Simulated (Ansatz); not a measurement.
**BClFH$_{4}$NSi (SMILES N[SiH](F)BCl): density, localisation and related maps**

```csv
atom,x (Å),y (Å),z (Å)
N,0.4796,-0.9725,-1.2515
Si,0.5253,-0.6814,0.4613
F,2.0322,-0.2278,1.0565
B,-0.7046,0.8820,0.8485
Cl,-0.8491,2.1554,-0.3690
H,0.9648,-1.7844,-1.6449
H,0.5738,-0.1647,-1.8757
H,0.2082,-1.9868,1.1413
H,-1.3479,1.0552,1.8617
```

Theory: RKS PBE-D4/cc-pVDZ (Ansatz).

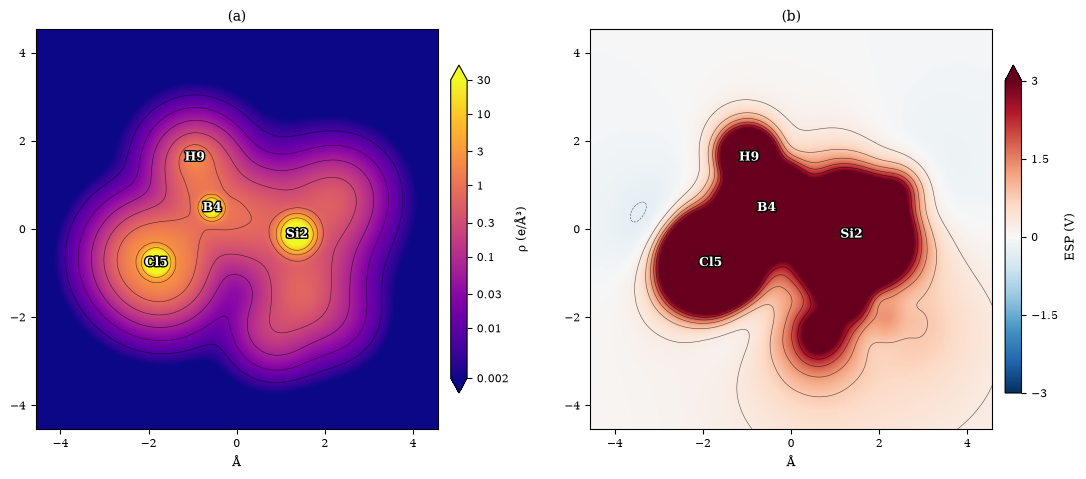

Figure 1. (a) total electron density; (b) electrostatic potential on the plane of atoms Si2, B4 and H9.

Question: What does the map show?

Answer: Atoms in the plane: Si, B, Cl and H. B–Cl (1.77 Å): ρ is about 1.3 e/Å³ halfway. Si–B (2.03 Å): ρ is about 0.79 e/Å³ halfway. B–H (1.21 Å): ρ at the midpoint is about 1.2 e/Å³. The potential has no marked negative region in this plane.

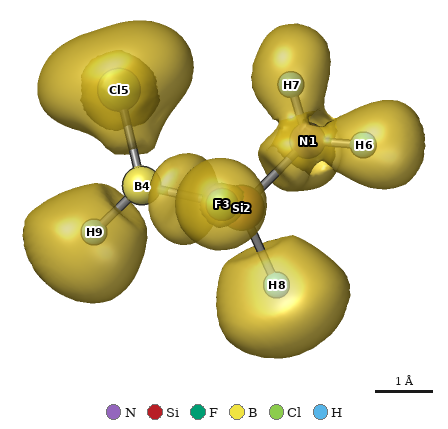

Figure 2. Isosurface of the electron localisation function at 0.75 (yellow), seen at a tilt. Only the valence region is drawn (cores and ρ < 0.01 e/Å³ removed).

Question: Where are the electrons localised?

Answer: The surface consists of one region between bonded B–Si atoms (shared pairs), two regions around hydrogen nuclei, one region on Cl in which the atom's valence shell and bonds are merged, one region wrapped around F (its lone pairs, merged into a ring or cap) and one joined region spread over several atoms (H, N), in which their bonds and any lone pairs are merged. Along the contacts the grid gives the following. Si–F (1.68 Å): the ELF peaks at about 0.85 in the valence shell of F, 0.6 Å from its nucleus, and is about 0.50 at the midpoint. Si–N (1.74 Å): the ELF peaks at about 0.95 between the atoms (a polar covalent bond).

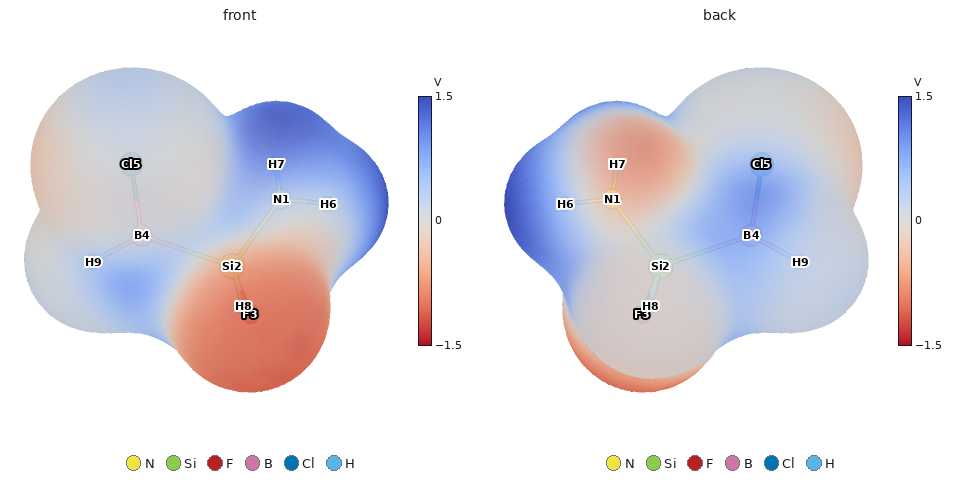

Figure 3. The electrostatic potential painted on the density surface at 0.001 e/bohr³, seen from the front and from behind; the colour scale runs from red (negative) to blue (positive).

Question: Describe the electrostatic potential map.

Answer: The most negative region (about −1.1 V, or −25 kcal/mol for a unit charge) lies over F3, the most positive (about +1.4 V, or +32 kcal/mol for a unit charge) over H6.
